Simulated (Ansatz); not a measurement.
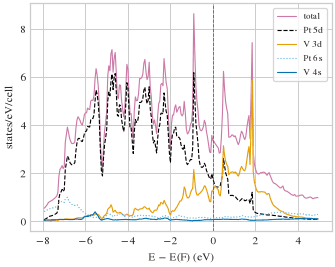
Total and projected density of states of VPt₃ in space group R-3m (No. 166; V on 3a, Pt on 6c, Pt on 3b), DFT-PBEsol in the program Ansatz with PAW potentials

Q: Which orbitals carry the states next to the Fermi level?

A: Within 0.5 eV of the Fermi level: Pt 5d 52 %, V 3d 39 %. Projections are on Löwdin-orthogonalised atomic valence shells; empty p or d shells of many metals are not among them.

Q: Where is the tallest occupied peak in this window, and what makes it?

A: Near -0.9 eV, about 8.6 states/eV per cell; the largest projected share is Pt 5d.

The first step of the workflow began from a Materials Project structure, measured or hypothetical; the Crystallography Open Database copy checked does not list it. COD files the formula under space group No. 139, 221. Its standing as an ambient phase is unchecked. The cell was relaxed with PBEsol under the symmetry of its start; its stability against distortions is not shown here. No spin polarisation was allowed. Spin–orbit coupling is left out wherever it is not named.

Potentials: the later of the program's two PAW sets.
